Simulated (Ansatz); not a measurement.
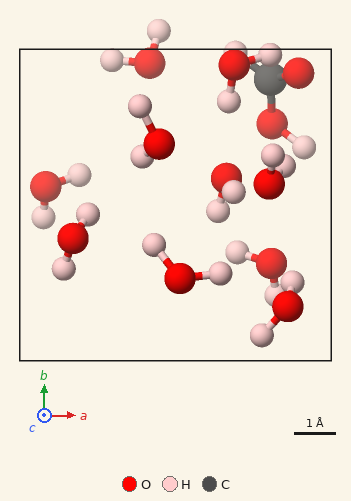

Starting frame of a dynamics run of a periodic cell with 10 H2O + 1 HCOOH at 0.796 g/cm³. It starts from the last geometry of an earlier run, with fresh velocities. Style: ball-and-stick. Shown: the simulation cell, along the c axis.

Level of theory: Ansatz, DFT PBEsol, scalar-relativistic, plane waves, PAW.

Input file:
```yaml
accuracy: low
crystal:
  lattice:
    - [7.785443, 0.0, 0.0]
    - [0.0, 7.785443, 0.0]
    - [0.0, 0.0, 7.785443]
  atoms:
    - { symbol: O, position: [0.80382318, 0.30843325, 0.33524347] }
    - { symbol: H, position: [0.69426213, 0.34419893, 0.2787122] }
    - { symbol: H, position: [0.8196534, 0.20609254, 0.27074451] }
    - { symbol: O, position: [0.07993258, 0.55475382, 0.07787193] }
    - { symbol: H, position: [0.07245865, 0.45667171, 0.01015387] }
    - { symbol: H, position: [0.18764425, 0.59213747, 0.02947942] }
    - { symbol: O, position: [0.41326326, -0.04930676, 0.09721678] }
    - { symbol: H, position: [0.29271898, -0.039533, 0.08323881] }
    - { symbol: H, position: [0.44240122, 0.05441747, 0.02956796] }
    - { symbol: O, position: [0.51045611, 0.26012894, 0.90366904] }
    - { symbol: H, position: [0.42733075, 0.36784066, 0.86139254] }
    - { symbol: H, position: [0.63987148, 0.27590776, 0.88410054] }
    - { symbol: O, position: [0.44389099, 0.69120278, 0.87639932] }
    - { symbol: H, position: [0.38198118, 0.81270043, 0.91856377] }
    - { symbol: H, position: [0.38994098, 0.65138731, 0.76507003] }
    - { symbol: O, position: [0.65978505, 0.58129277, 0.49796263] }
    - { symbol: H, position: [0.68280801, 0.53734968, 0.61407247] }
    - { symbol: H, position: [0.63281606, 0.47652467, 0.43719305] }
    - { symbol: O, position: [0.79667363, 0.56322891, 0.83528865] }
    - { symbol: H, position: [0.84385275, 0.62095282, 0.73961165] }
    - { symbol: H, position: [0.80835409, 0.65475712, 0.9079614] }
    - { symbol: O, position: [0.68448861, -0.05507298, 0.56889505] }
    - { symbol: H, position: [0.79981627, -0.02259812, 0.52086197] }
    - { symbol: H, position: [0.66715945, -0.1716068, 0.50744776] }
    - { symbol: O, position: [0.16744545, 0.38874339, 0.78478451] }
    - { symbol: H, position: [0.21537304, 0.46545919, 0.70007768] }
    - { symbol: H, position: [0.13759735, 0.29162924, 0.7185496] }
    - { symbol: O, position: [-0.14354204, 0.17019063, 0.84601125] }
    - { symbol: H, position: [-0.12881236, 0.24744986, 0.74562874] }
    - { symbol: H, position: [-0.22702634, 0.07801408, 0.80336726] }
    - { symbol: O, position: [0.80614328, 0.75668477, 0.11479366] }
    - { symbol: C, position: [0.80083983, 0.89971207, 0.20546019] }
    - { symbol: O, position: [0.89092529, 0.91886556, 0.32822696] }
    - { symbol: H, position: [0.90864331, 0.68089997, 0.16284381] }
    - { symbol: H, position: [0.68840647, 0.98439774, 0.20740342] }
basis:
  ecutwfc: 420.0
kpoints:
  mp_grid: { grid: [1, 1, 1] }
hamiltonian:
  xc: pbesol
scf:
  occupations: { method: fermi_dirac, width: 0.02 }
  lower_state_search: "off"
md:
  timestep: 0.75
  n_steps: 400
  ensemble: npt_langevin
  temperature: 1000.0
  initial_velocities: maxwell_boltzmann
  seed: 274830
  friction: 0.01
  pressure: 0.0
  fix_cell: [shape]
```

Launched with:
```bash
ansatz run input.yaml --threads 1 --pin off --max-ram 3072MiB --backend cpu --events-out ev --progress --plain --runs-dir out
```

What does the trajectory do?

Answer. The mean temperature in the second half is 856 K (standard deviation 90 K). The potential energy in the second half lies on average 16.9 meV per atom below the first frame. The mean pressure there is −0.1 GPa. The volume ends +54.9 % from the start. Root-mean-square distances from the starting positions over the second half, with the common drift of all atoms taken out: H 2.00 Å, O 1.47 Å, C 0.94 Å. The molecules turn and drift from their places.

Along the run (each row but the first and the last is the mean over the interval that it begins):

```csv
time (fs),potential energy (meV/atom),T (K),p (GPa)
0.0,0.0,971,1.3
49.5,-27.4,855,0.4
99.0,-20.3,950,0.1
148.5,-14.6,912,-0.1
198.0,-14.1,831,0.0
247.5,-21.1,827,0.0
297.0,-29.0,898,-0.4
```

The paths of the atoms:

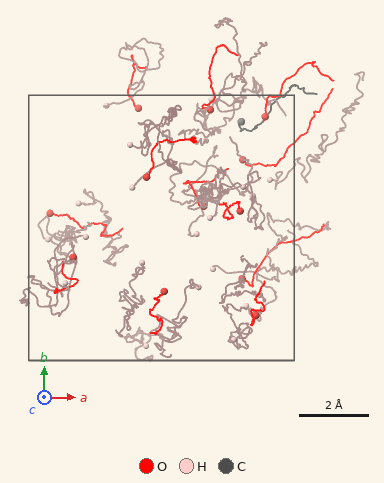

Limits of the set-up: the program's low-accuracy preset was used; the periodic images lie only 7.8 Å apart, so the values are limited by the cell's size.
